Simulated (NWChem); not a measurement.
# A workflow on the pair ZnBH3O···BH3S

Aim: the energy (singlet ZnB2H6SO, TPSS-D3(0)/def2-SVP), then a single-point energy (singlet ZnBH3O, TPSS-D3(0)/def2-SVP), then the energy (singlet BH3S, TPSS-D3(0)/def2-SVP), then a single-point energy (singlet ZnBH3O, TPSS-D3(0)/def2-SVP), then the energy (singlet BH3S, TPSS-D3(0)/def2-SVP) of B2H6OSZn and its partners. 

Program for the calculation: NWChem 7.3.0.

**1. The molecule**

The species is ZnB2H6SO (11 atoms), meant as a singlet with charge 0. The two molecules were placed rigidly side by side, at 1 times their contact distance; the pair isn't optimised.

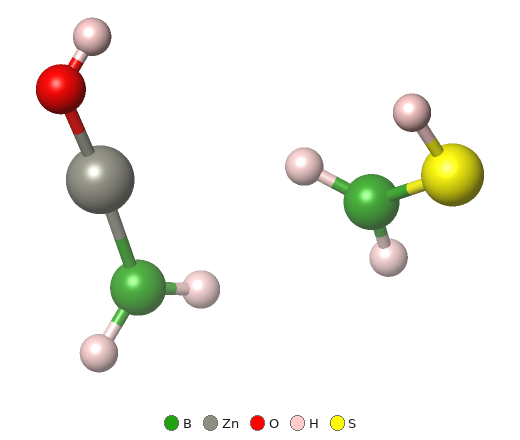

The structure, seen from a chosen angle (boron green, zinc grey, oxygen red, hydrogen pink, sulfur yellow).

**2. A single-point energy at TPSS-D3(0)/def2-SVP (run 1)**

run.nw

```
start run
title "B2H6OSZn energy"
memory stack 880 mb heap 220 mb global 1100 mb
geometry units atomic noautosym nocenter noautoz
   B     -2.08924341     0.77365388    -1.71307453
   Zn     0.79580147    -0.05007774     0.69613731
   O      3.33616029    -0.54764263     2.85344865
   H     -3.14427750    -0.82618826    -2.91588520
   H     -2.83171680     2.88976919    -2.01221817
   H      3.93331375    -2.23951443     3.09155415
   B     -4.67176203    -5.99432465    -0.33153355
   S     -5.89345107    -7.98384721     2.04961585
   H     -6.04175678    -5.59466647    -2.07359648
   H     -2.60515754    -5.11889013    -0.18320895
   H     -3.90438204    -7.99819023     3.62965366
end
basis spherical bse
   * library def2-SVP
end
dft
   xc xtpss03 ctpss03
   mult 1
   disp vdw 3
   grid fine
   convergence energy 1e-08
   maxiter 100
   mulliken
   noprint "final vectors analysis"
end
task dft energy
```

Run with:

```console
$ nwchem run.nw > run.out
```

What it wrote:

```text
[...]
          Wavefunction type:  closed shell.
          No. of atoms     :    11
          No. of electrons :    70
[...]
          Charge           :     0
          Spin multiplicity:     1
[...]
          AO basis - number of functions:   121
[...]
              XC Information
              --------------
                  TPSS metaGGA Exchange Functional  1.000
             TPSS03 metaGGA Correlation Functional  1.000
[...]
 d= 0,ls=0.0,diis     1  -2305.5240785358 -2.61D+03  2.71D-02  1.02D+00     5.7
[...]
 d= 0,ls=0.0,diis    12  -2305.6784518246 -6.49D-09  3.12D-07  2.58D-09    55.1
         Total DFT energy =    -2305.678451824575
      One electron energy =    -3805.606009516590
           Coulomb energy =     1314.103733580635
    Exchange-Corr. energy =     -115.770824484575
 Nuclear repulsion energy =      301.600258576785
    Dispersion correction =       -0.005609980829
[...]
      Total Density - Mulliken Population Analysis
     ---------------------------------------------
    Atom       Charge   Shell Charges
 -----------   ------   -------------------------------------------------------
    1 B    5     5.09   1.99  0.88  0.28  1.40  0.51  0.02
    2 Zn  30    29.54   2.00  2.00  2.00  1.02  0.01  6.00  6.00  0.64  7.93  1.94  0.00
    3 O    8     8.54   1.99  1.07  0.71  2.83  1.93  0.01
    4 H    1     0.99   0.75  0.22  0.01
    5 H    1     1.00   0.75  0.24  0.01
    6 H    1     0.83   0.69  0.08  0.07
    7 B    5     5.05   1.99  0.84  0.17  1.53  0.47  0.05
    8 S   16    16.02   2.00  1.98  1.25  0.59  5.92  1.84  2.39  0.05
    9 H    1     1.00   0.75  0.23  0.01
   10 H    1     1.02   0.76  0.24  0.01
[...]
```

It took 56 s on 1 thread of Intel Xeon Platinum 8175M at 2.50GHz (Skylake/Cascade Lake), shared host; peak memory 0.13 GiB.

**3. ZnBH3O: the energy at TPSS-D3(0)/def2-SVP (run 2)**

bh3ozn.nw

```
start bh3ozn
title "BH3OZn TPSS"
memory stack 880 mb heap 220 mb global 1100 mb

geometry units bohr noautosym nocenter noautoz
 B     -2.08924341     0.77365388    -1.71307453
 Zn     0.79580147    -0.05007774     0.69613731
 O      3.33616029    -0.54764263     2.85344865
 H     -3.14427750    -0.82618826    -2.91588520
 H     -2.83171680     2.88976919    -2.01221817
 H      3.93331375    -2.23951443     3.09155415
end

basis spherical bse
 * library def2-SVP
end

dft
 xc xtpss03 ctpss03
 disp vdw 3
 grid fine
 convergence energy 1e-08
 maxiter 100
 mulliken
 print low
end

task dft energy
```

Run with:

```console
$ nwchem bh3ozn.nw > bh3ozn.out
```

What it wrote:

```text
[...]
 d= 0,ls=0.0,diis     1  -1880.8006117844 -2.03D+03  4.24D-02  8.53D-01     2.4
[...]
 d= 0,ls=0.0,diis    11  -1880.9295181461 -2.11D-09  1.32D-06  1.92D-08    19.3
         Total DFT energy =    -1880.929518146140
      One electron energy =    -2909.418354672568
           Coulomb energy =      968.108768223204
    Exchange-Corr. energy =      -84.892638954831
 Nuclear repulsion energy =      145.275220851564
    Dispersion correction =       -0.002513593510
[...]
      Total Density - Mulliken Population Analysis
     ---------------------------------------------
    Atom       Charge   Shell Charges
 -----------   ------   -------------------------------------------------------
    1 B    5     5.08   1.99  0.88  0.28  1.40  0.52  0.02
    2 Zn  30    29.53   2.00  2.00  2.00  1.01  0.02  6.00  6.00  0.63  7.93  1.94  0.00
    3 O    8     8.54   1.99  1.07  0.71  2.83  1.93  0.01
    4 H    1     1.01   0.75  0.24  0.01
    5 H    1     1.00   0.75  0.24  0.01
    6 H    1     0.83   0.69  0.07  0.07
[...]
```

Wall time 20 s (1 thread of Intel Xeon Platinum 8175M at 2.50GHz (Skylake/Cascade Lake), shared host); peak memory 0.12 GiB.

**4. BH3S: the energy at TPSS-D3(0)/def2-SVP (run 3)**

a.nw

```
start a
title "BH3S TPSS"
memory 2200 mb
charge 0
geometry noautosym nocenter noautoz
   B     -2.472190    -3.172060    -0.175440
   S     -3.118680    -4.224870     1.084610
   H     -3.197160    -2.960570    -1.097300
   H     -1.378590    -2.708800    -0.096950
   H     -2.066110    -4.232460     1.920730
end
basis "ao basis" spherical bse
   B library def2-SVP
   S library def2-SVP
   H library def2-SVP
end
dft
   xc xtpss03 ctpss03
   disp vdw 3
   grid fine
   convergence energy 1e-08
   iterations 100
   mulliken
   noprint "final vectors analysis"
end
task dft energy
```

Run with:

```console
$ nwchem a.nw > a.out
```

What it wrote:

```text
[...]
          Wavefunction type:  closed shell.
          No. of atoms     :     5
          No. of electrons :    24
[...]
          Charge           :     0
          Spin multiplicity:     1
[...]
          AO basis - number of functions:    47
[...]
              XC Information
              --------------
                  TPSS metaGGA Exchange Functional  1.000
             TPSS03 metaGGA Correlation Functional  1.000
[...]
 d= 0,ls=0.0,diis     1   -424.7211494403 -4.68D+02  1.25D-02  1.69D-01     0.9
[...]
 d= 0,ls=0.0,diis     8   -424.7468419252  2.73D-11  6.47D-06  8.65D-08     5.2
         Total DFT energy =     -424.746841925161
      One electron energy =     -669.767756341358
           Coulomb energy =      232.827350092734
    Exchange-Corr. energy =      -30.876244204013
 Nuclear repulsion energy =       43.070568912741
    Dispersion correction =       -0.000760385265
[...]
      Total Density - Mulliken Population Analysis
     ---------------------------------------------
    Atom       Charge   Shell Charges
 -----------   ------   -------------------------------------------------------
    1 B    5     5.05   1.99  0.84  0.18  1.53  0.47  0.05
    2 S   16    16.03   2.00  1.98  1.25  0.59  5.92  1.84  2.39  0.05
    3 H    1     1.00   0.76  0.23  0.01
    4 H    1     1.00   0.76  0.23  0.01
    5 H    1     0.92   0.73  0.16  0.03
[...]
```

It took 5.7 s on 1 thread of Intel Xeon Platinum 8175M at 2.50GHz (Skylake/Cascade Lake), shared host; peak memory 0.12 GiB.

**5. ZnBH3O among ghost functions: a single-point energy at TPSS-D3(0)/def2-SVP (with ghost functions) (run 4)**

bh3ozn.nw

```
start bh3ozn
memory 2200 mb

geometry units angstroms noautosym nocenter noautoz
  B     -1.105580     0.409400    -0.906520
  Zn     0.421120    -0.026500     0.368380
  O      1.765420    -0.289800     1.509980
  H     -1.663880    -0.437200    -1.543020
  H     -1.498480     1.529200    -1.064820
  H      2.081420    -1.185100     1.635980
  bqB     -2.472190    -3.172060    -0.175440
  bqS     -3.118680    -4.224870     1.084610
  bqH     -3.197160    -2.960570    -1.097300
  bqH     -1.378590    -2.708800    -0.096950
  bqH     -2.066110    -4.232460     1.920730
end

basis spherical bse
  B library def2-SVP
  Zn library def2-SVP
  O library def2-SVP
  H library def2-SVP
  bqB library B def2-SVP
  bqS library S def2-SVP
  bqH library H def2-SVP
end

dft
  xc xtpss03 ctpss03
  disp vdw 3
  grid fine
  convergence energy 1e-08
  maxiter 100
  mulliken
  print low
end

task dft energy
```

Run with:

```console
$ nwchem bh3ozn.nw > bh3ozn.out
```

What it wrote:

```text
[...]
 d= 0,ls=0.0,diis     1  -1880.8011666637 -2.03D+03  2.60D-02  8.54D-01     5.3
[...]
 d= 0,ls=0.0,diis    11  -1880.9302371030 -2.78D-09  3.11D-07  4.08D-10    48.7
         Total DFT energy =    -1880.930237102976
      One electron energy =    -2909.398854682535
           Coulomb energy =      968.087106896113
    Exchange-Corr. energy =      -84.891206895987
 Nuclear repulsion energy =      145.275231172929
    Dispersion correction =       -0.002513593496
[...]
      Total Density - Mulliken Population Analysis
     ---------------------------------------------
    Atom       Charge   Shell Charges
 -----------   ------   -------------------------------------------------------
    1 B    5     5.08   1.99  0.88  0.28  1.40  0.51  0.02
    2 Zn  30    29.54   2.00  2.00  2.00  1.02  0.01  6.00  6.00  0.64  7.93  1.94  0.00
    3 O    8     8.54   1.99  1.07  0.71  2.83  1.93  0.01
    4 H    1     1.00   0.75  0.23  0.01
    5 H    1     1.00   0.75  0.24  0.01
    6 H    1     0.83   0.69  0.07  0.07
    7 X    0     0.01   0.00 -0.00  0.00 -0.00  0.00 -0.00
    8 X    0    -0.00  -0.00 -0.00  0.00 -0.00 -0.00  0.00 -0.00 -0.00
    9 X    0    -0.00  -0.00 -0.00 -0.00
   10 X    0     0.00  -0.00  0.00 -0.00
[...]
```

Wall time 49 s (1 thread of Intel Xeon Platinum 8175M at 2.50GHz (Skylake/Cascade Lake), shared host); peak memory 0.13 GiB.

**6. BH3S among ghost functions: a single-point energy at TPSS-D3(0)/def2-SVP (with ghost functions) (run 5)**

bh3s.nw

```
start bh3s
title "BH3S"
memory total 2200 mb
charge 0

geometry units angstrom noautosym nocenter noautoz
 B     -2.472190    -3.172060    -0.175440
 S     -3.118680    -4.224870     1.084610
 H     -3.197160    -2.960570    -1.097300
 H     -1.378590    -2.708800    -0.096950
 H     -2.066110    -4.232460     1.920730
 bqB     -1.105580     0.409400    -0.906520
 bqZn     0.421120    -0.026500     0.368380
 bqO      1.765420    -0.289800     1.509980
 bqH     -1.663880    -0.437200    -1.543020
 bqH     -1.498480     1.529200    -1.064820
 bqH      2.081420    -1.185100     1.635980
end

basis spherical bse
 B library def2-SVP
 S library def2-SVP
 H library def2-SVP
 bqB library B def2-SVP
 bqZn library Zn def2-SVP
 bqO library O def2-SVP
 bqH library H def2-SVP
end

dft
 xc xtpss03 ctpss03
 disp vdw 3
 grid fine
 convergence energy 1e-08
 maxiter 100
 mulliken
 noprint "final vectors analysis"
end

task dft energy
```

Run with:

```console
$ nwchem bh3s.nw > bh3s.out
```

What it wrote:

```text
[...]
          Wavefunction type:  closed shell.
          No. of atoms     :    11
          No. of electrons :    24
[...]
          Charge           :     0
          Spin multiplicity:     1
[...]
          AO basis - number of functions:   121
[...]
              XC Information
              --------------
                  TPSS metaGGA Exchange Functional  1.000
             TPSS03 metaGGA Correlation Functional  1.000
[...]
 d= 0,ls=0.0,diis     1   -424.7212875231 -4.68D+02  4.87D-03  1.69D-01     4.2
[...]
 d= 0,ls=0.0,diis     8   -424.7469885759  9.66D-13  2.51D-06  8.67D-08    31.1
         Total DFT energy =     -424.746988575862
      One electron energy =     -669.763698239339
           Coulomb energy =      232.822501926134
    Exchange-Corr. energy =      -30.875600790132
 Nuclear repulsion energy =       43.070568912741
    Dispersion correction =       -0.000760385265
[...]
      Total Density - Mulliken Population Analysis
     ---------------------------------------------
    Atom       Charge   Shell Charges
 -----------   ------   -------------------------------------------------------
    1 B    5     5.05   1.99  0.84  0.17  1.53  0.47  0.05
    2 S   16    16.03   2.00  1.98  1.25  0.59  5.92  1.84  2.39  0.05
    3 H    1     1.00   0.76  0.23  0.01
    4 H    1     0.99   0.76  0.22  0.01
    5 H    1     0.92   0.73  0.15  0.03
    6 X    0     0.00   0.00 -0.00 -0.00 -0.00  0.00 -0.00
    7 X    0     0.00   0.00  0.00  0.00 -0.00  0.00  0.00 -0.00  0.00  0.00 -0.00 -0.00
    8 X    0    -0.00  -0.00  0.00 -0.00 -0.00  0.00 -0.00
    9 X    0     0.00  -0.00  0.00 -0.00
   10 X    0     0.00   0.00  0.00  0.00
[...]
```

It took 32 s on 1 thread of Intel Xeon Platinum 8175M at 2.50GHz (Skylake/Cascade Lake), shared host; peak memory 0.13 GiB.

**7. Results**

```
                                                                                                                  quantity           value
                                                                                  run 1, TPSS-D3(0)/def2-SVP: total energy  -2305.67845 Eh
                                                                                 run 1, TPSS-D3(0)/def2-SVP: dipole moment          1.35 D
                                                                             run 1, TPSS-D3(0)/def2-SVP: dispersion energy   -14.73 kJ/mol
                                                                                                      ZnBH3O: total energy  -1880.92952 Eh
                                                                                                 ZnBH3O: dispersion energy    -6.60 kJ/mol
                                                                                                        BH3S: total energy   -424.74684 Eh
                                                                                                       BH3S: dipole moment          1.04 D
                                                                                                   BH3S: dispersion energy    -2.00 kJ/mol
                                                                                ZnBH3O among ghost functions: total energy  -1880.93024 Eh
                                                                           ZnBH3O among ghost functions: dispersion energy    -6.60 kJ/mol
                                                                                  BH3S among ghost functions: total energy   -424.74699 Eh
                                                                                 BH3S among ghost functions: dipole moment          1.04 D
                                                                             BH3S among ghost functions: dispersion energy    -2.00 kJ/mol
              interaction energy of the rigid parts ZnBH3O and BH3S (parts in their own basis; closest atoms 2.71 Å apart)       -0.057 eV
interaction energy of the rigid parts ZnBH3O and BH3S (parts in the whole basis, counterpoise; closest atoms 2.71 Å apart)       -0.033 eV
```

The interaction energy of the rigid parts ZnBH3O and BH3S (parts in their own basis; closest atoms 2.71 Å apart) is −0.06 eV (−1.3 kcal/mol): the parts attract. Without counterpoise this holds the superposition error of the basis. The interaction energy of the rigid parts ZnBH3O and BH3S (parts in the whole basis, counterpoise; closest atoms 2.71 Å apart) is −0.03 eV (−3.2 kJ/mol): the parts attract. The basis-set superposition error is 2.3 kJ/mol. Mulliken charges (BH3S) run from -0.05 on B1 to +0.08 on H5; they depend strongly on the basis.
